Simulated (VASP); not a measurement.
Band structure of Ge (space group Fd-3m). These are PBE GGA, VASP's PBE PAW potentials (set 64) (plane waves; VASP) values and carry that method's errors.

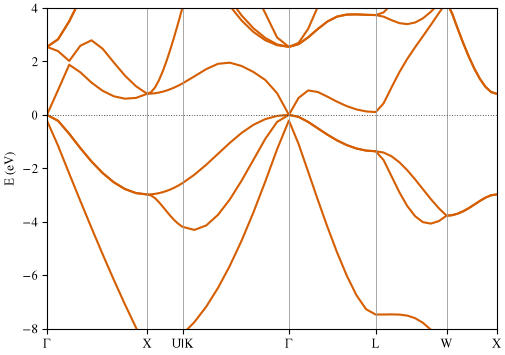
Fig. 1. Bands along high-symmetry lines, zero at the valence-band maximum or, without a gap, the Fermi level

Task: Read the plot: is there a gap, and where are the band edges?

Result: It has no gap at this level: it comes out as a metal or semimetal.

The structure comes from a computed database's Ge entry; how it stands against other phases isn't given here. The cell was not relaxed at this level.
